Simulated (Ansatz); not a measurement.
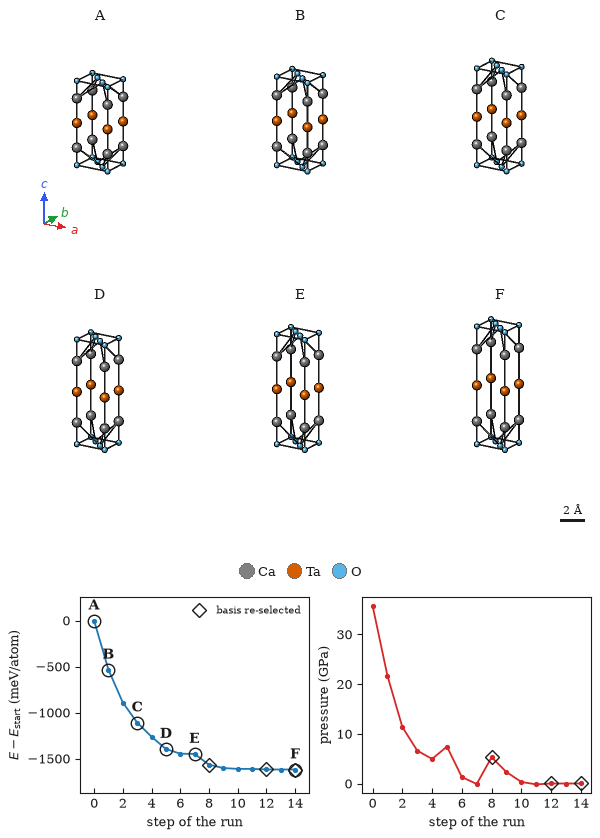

Frames of a relaxation of solid Ca2TaO3 (a generated structure, set up in P6/mmm) (coarse preliminary run), marked on the history of the run. The picture is a ball-and-stick view of the cell of the calculation, seen slightly off an axis.

These are results of DFT PBE, scalar-relativistic, plane waves, PAW in Ansatz 0.2.0, not measurements.

Input
```yaml
crystal:
  lattice:
    - [4.02028948, 0.0, 0.0]
    - [-2.01014474, 3.48167282, 0.0]
    - [0.0, 0.0, 7.32573121]
  atoms:
    - { symbol: Ca, position: [0.0, 0.0, 0.20776215] }
    - { symbol: Ca, position: [0.0, 0.0, 0.79223785] }
    - { symbol: Ta, position: [0.0, 0.0, 0.5], spin: 1.0 }
    - { symbol: O, position: [0.0, 0.0, 0.0] }
    - { symbol: O, position: [0.33333333, 0.66666667, 0.0] }
    - { symbol: O, position: [0.66666667, 0.33333333, 0.0] }
basis:
  ecutwfc: 420
kpoints:
  mp_grid: { grid: [6, 6, 4] }
hamiltonian:
  xc: pbe
scf:
  occupations: { method: gaussian, width: 0.1 }
  lower_state_search: "off"
output:
  forces: true
  stress: true
  eigenvalues: true
  populations: true
magnetization:
  spin_polarized: true
relax:
  adjacent_minimum: "off"
  f_tol: 0.04
  max_steps: 70
  cell: { stress_tol: 0.4 }
```

Run as
```bash
ansatz run input.yaml --threads 1 --pin off --max-ram 2560MiB --backend cpu --events-out ev --progress --plain --runs-dir out
```

**What happens along the run?**

The largest moves relative to the cell, 0.15 Å, are those of Ca1 and Ca2. Ca1 goes along −c. O and Ta stay in place. The volume changes by +16.0 %, with a = b 4.020 → 3.665 Å (−8.8 %), c 7.326 → 10.221 Å (+39.5 %). Among the contacts that change: Ca1–Ta3 2.141 → 3.134 Å, Ca1–Ca2 3.044 → 3.954 Å, Ca1–O4 1.522 → 1.977 Å, Ca1–O5 2.776 → 2.896 Å. Among the angles between lasting bonds that change: Ca1–O5–Ca2 66.5° → 86.1°, Ca1–O5–Ca1 92.8° → 78.5°, Ca1–O5–Ca2 130.6° → 137.1°. The space group stays P6/mmm (No. 191). The energy falls by 1617 meV per atom in 11 accepted moves (14 points after the start). The largest force component goes from 8.6 to 0.011 eV/Å. Pressure: 35.79 GPa at the start and 0.03 GPa at the end. At 3 points the geometry stayed and the basis and grid were re-selected for the new cell (energy shift of 117 meV per atom at most each time). The program noted that the starting moments weren't kept. The run may lie on a higher electronic state than the lowest, so the end point isn't shown to be the ground-state structure. Cost: 4.4 min on 1 thread of Intel(R) Xeon(R) Processor @ 2.70GHz, with other jobs on the host, peak memory 0.66 GiB. From step 0 to 1: volume +4.0 %, energy −533 meV per atom. From step 1 to 3: Ca atoms move most (0.05 Å), volume +3.2 %, energy −574 meV per atom. From step 3 to 5: Ca atoms move most (0.08 Å), volume −5.1 %, energy −287 meV per atom. From step 5 to 7: Ca atoms move most (0.04 Å), volume +5.5 %, energy −53.8 meV per atom. From step 7 to 14: Ca atoms move most (0.08 Å), volume +7.9 %, energy −169 meV per atom.

| step | E − E(0), meV/atom | largest force component, eV/Å | pressure, GPa | volume, Å³/atom | note |
| --- | --- | --- | --- | --- | --- |
| 0 | 0.00 | 8.5998 | 35.79 | 17.090 |  |
| 1 | -533.47 | 5.0120 | 21.71 | 17.766 |  |
| 2 | -889.76 | 1.7410 | 11.41 | 18.247 |  |
| 3 | -1107.63 | 0.0236 | 6.65 | 18.333 |  |
| 4 | -1261.46 | 0.5905 | 4.97 | 18.394 |  |
| 5 | -1394.25 | 0.3796 | 7.46 | 17.406 |  |
| 6 | -1445.77 | 0.1517 | 1.34 | 18.130 |  |
| 7 | -1448.07 | 0.0309 | -0.07 | 18.362 |  |
| 8 | -1565.12 | 0.2411 | 5.31 | 18.362 | same geometry, new basis |
| 9 | -1601.41 | 0.0889 | 2.33 | 19.036 |  |
| 10 | -1610.70 | 0.1404 | 0.35 | 19.683 |  |
| 11 | -1610.85 | 0.0183 | -0.15 | 19.827 |  |
| 12 | -1617.23 | 0.0198 | 0.04 | 19.827 | same geometry, new basis |
| 13 | -1617.37 | 0.0113 | 0.03 | 19.821 |  |
| 14 | -1617.40 | 0.0114 | 0.03 | 19.821 | same geometry, new basis |
